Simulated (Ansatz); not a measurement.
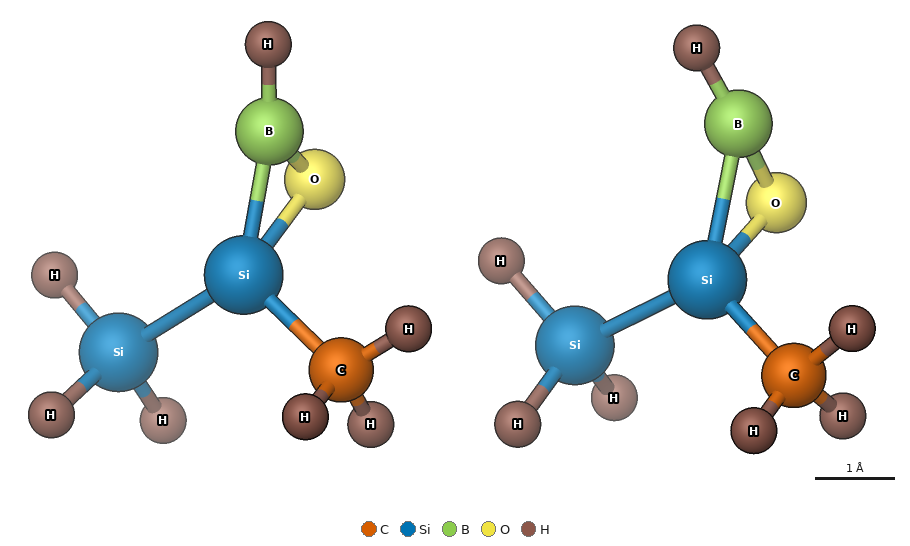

Two geometries of CH7BOSi2, drawn at one scale. One is the start of a relaxation, the other its converged end. A ball-and-stick model, seen from a free direction.

Level of theory: RKS CAM-B3LYP-D4/STO-3G (Ansatz). Settings: no spin polarisation; force threshold 0.02 eV/Å; at most 40 steps.

Which geometry has the lower energy?

Answer. The left one is the relaxed one. The run prepares the start of a later molecular dynamics calculation, from a guessed geometry. The energy falls by 43.0 kcal/mol in 17 accepted moves (18 points after the start). The largest force component goes from 7.1 to 0.011 eV/Å. The line search rejected the trial step at point 17 of the run. The forces were under the threshold at step 11, but the run went on from there. An H atom moves most after the best rigid fit: 0.44 Å. Largest moves by element: H 0.44 Å, O 0.32 Å, B 0.26 Å, Si 0.13 Å, C 0.10 Å. Some distances before and after: B–Si 2.027 → 1.860 Å, O–Si 1.669 → 1.802 Å, B–O 1.460 → 1.341 Å, H–Si 1.529 → 1.440 Å. Bond angles that change, for instance: Si–B–H 137.2° → 160.7°, O–B–H 153.1° → 133.1°, Si–B–O 54.3° → 66.2°. Groups turn about B–O by about 55°. The run took 56 s on 1 thread of AMD EPYC 7R13 Processor (Zen 3), on a shared host, peak memory 0.17 GiB.

Limits of the set-up: STO-3G is a minimal basis, so the numbers are rough.
